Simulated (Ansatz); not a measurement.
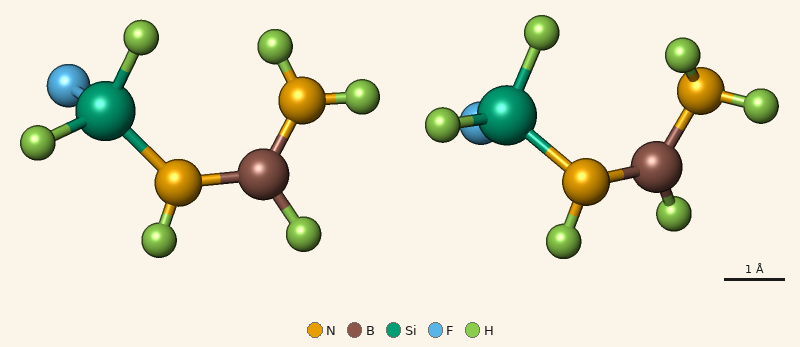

Two geometries of BSiN₂H₆F, drawn at one scale. One is the start of a relaxation, the other its converged end. A ball-and-stick model, seen from a free direction.

Level of theory: RKS PBE-D4/def2-SVP in Ansatz 0.2.0. Set-up: no spin polarisation; force threshold 0.015 eV/Å; at most 40 steps.

### Which geometry has the lower energy?

The left one is the relaxed one. The run prepares an end point of a later path (torsion) calculation, from a guessed geometry. The largest move after the best rigid fit is that of an H atom, 1.11 Å. By element the largest moves are H 1.11 Å, F 0.69 Å, N 0.51 Å, B 0.29 Å, Si 0.08 Å. Some distances before and after: H–Si 1.401 → 1.499 Å, B–H 1.137 → 1.220 Å, B–N 1.489 → 1.410 Å, H–N 1.085 → 1.018 Å. Bond angles that change, for instance: B–N–Si 111.3° → 130.0°, B–N–H 106.7° → 121.4°, B–N–H 114.5° → 125.3°. After 12 geometry steps the energy has fallen by 27.5 kcal/mol. The largest force component goes from 3 to 0.014 eV/Å. The run took 31 s on 2 threads of Arm Neoverse V1, on a shared host, peak memory 0.15 GiB.
